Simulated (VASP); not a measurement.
Band structure of ZrN (rock salt). Calculation: optB88-vdW, VASP's PBE PAW potentials (set 64) (plane waves; VASP).

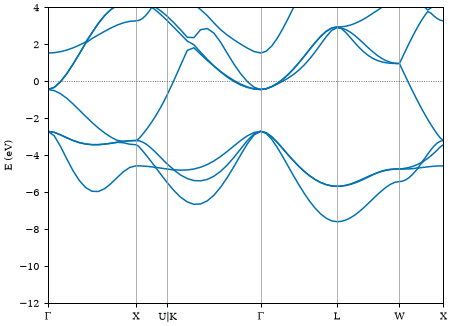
Bands along high-symmetry lines, zero at the valence-band maximum or, without a gap, the Fermi level

Read the plot: is there a gap, and where are the band edges?

It has no gap at this level: it comes out as a metal or semimetal. (Edges off the drawn lines would not show.)

The compound is ZrN in the rock salt structure. It was relaxed first. The electron count is odd and the run is not spin-polarised, which forces a metal.
